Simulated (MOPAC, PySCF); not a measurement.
Dissociation curve of SMILES [SiH3]S. The Si1–S5 bond (Si1 also carries H, H, H; S5 carries H) is pulled apart rigidly from the PBE0/def2-TZVP optimised geometry.

```
6

Si     0.0000     0.0000     0.0000
H      1.2071    -0.6694    -0.5478
H      0.0000     1.4325    -0.3814
H     -1.2073    -0.6698    -0.5468
S      0.0000     0.0000     2.1377
H     -0.0074    -1.3391     2.2491
```

UKS-PBE = unrestricted PBE/cc-pVDZ (PySCF); UCCSD = CCSD on UHF/cc-pVDZ, 10 core orbitals frozen (PySCF); PM3, restricted, heats of formation (MOPAC); RKS-PBE0 = PySCF with restricted PBE0/cc-pVDZ; AM1, restricted, heats of formation (MOPAC).

Energies are in kcal/mol, each relative to the lowest point of its own curve near equilibrium.

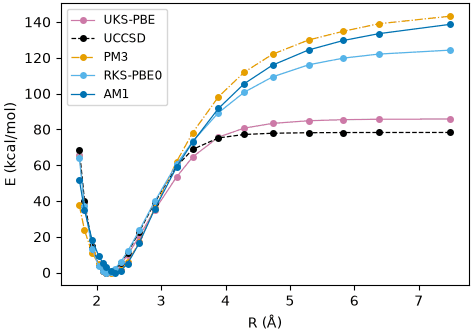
Figure. Energy against bond length for each method.

```csv
R / Å,UKS-PBE,UCCSD,PM3,RKS-PBE0,AM1
1.73,65.7,68.5,37.5,64.1,51.8
1.81,38.6,40.2,23.7,37.2,34.8
1.93,14.3,14.7,10.8,13.3,18.1
2.03,4.2,4.2,4.7,3.6,9.4
2.10,0.9,0.8,2.1,0.6,5.1
2.14,0.0,0.0,1.1,0.0,3.2
2.22,0.0,0.2,0.0,0.5,0.7
2.28,1.2,1.6,0.0,2.0,0.0
2.37,4.4,5.2,1.5,5.8,0.9
2.48,9.7,11.2,5.7,11.8,4.9
2.66,20.2,22.7,16.9,23.5,16.4
2.90,34.9,39.0,35.8,39.7,35.4
3.24,53.4,59.3,61.9,60.5,58.9
3.49,64.5,68.8,78.1,73.3,72.9
3.89,75.6,75.2,98.1,89.2,91.6
4.29,80.7,77.1,111.9,100.7,105.5
4.73,83.3,77.8,121.9,109.3,115.8
5.29,84.8,78.1,129.9,116.0,124.3
5.83,85.4,78.2,134.8,119.8,129.6
6.38,85.6,78.2,139.0,122.0,133.4
7.49,85.7,78.2,143.2,124.2,138.6
```

At the longest distance, 7.49 Å, PM3 lies highest above its minimum (143.2 kcal/mol) and UCCSD lowest (78.2 kcal/mol).

The unrestricted determinant behind UKS-PBE is spin-contaminated at 3.89 to 7.49 Å (<S²> up to 1.0, against 0.00 for a pure singlet). The unrestricted determinant behind UCCSD is spin-contaminated at 2.90 to 7.49 Å (<S²> up to 1.0, against 0.00 for a pure singlet). The restricted form behind PM3, RKS-PBE0, AM1 keeps the bonding electrons paired and can't separate into open-shell fragments. At the longest distance RKS-PBE0 leaves fractional charges on the fragments, a sign of delocalisation error or of the restricted form.
